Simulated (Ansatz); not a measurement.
Consider CuCl in the zinc blende structure (space group F-43m, No. 216; a = 5.2897 Å).

Modification: electron doping at 2.0×10^21 cm⁻³ (0.0740 per cell), with a uniform compensating background at fixed cell and a 300 K Fermi–Dirac width.

All numbers come from Kohn–Sham DFT with the PBEsol functional, run in Ansatz (a quantum-chemistry and plane-wave program) with PAW and 420 eV plane waves, no spin-orbit coupling.

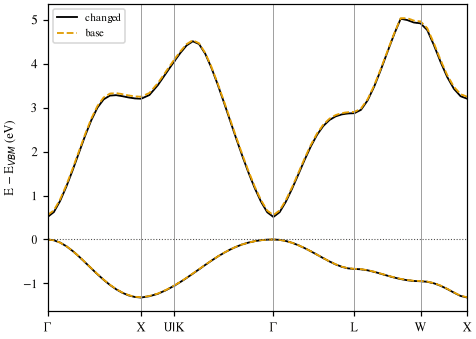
*Highest valence and lowest conduction band along the path, each from its own valence-band maximum*

**Question.** From the figure, how large is the changed gap, and is it direct?

**Answer.** About 0.5 eV, direct at Γ.

Carriers are added with a uniform compensating background; total energy and stress of such cells depend on the potential's zero and are not compared; many-body gap narrowing is missing at this level. No phonon test of stability was made. No Hubbard U is applied. The final runs are not spin-polarised.
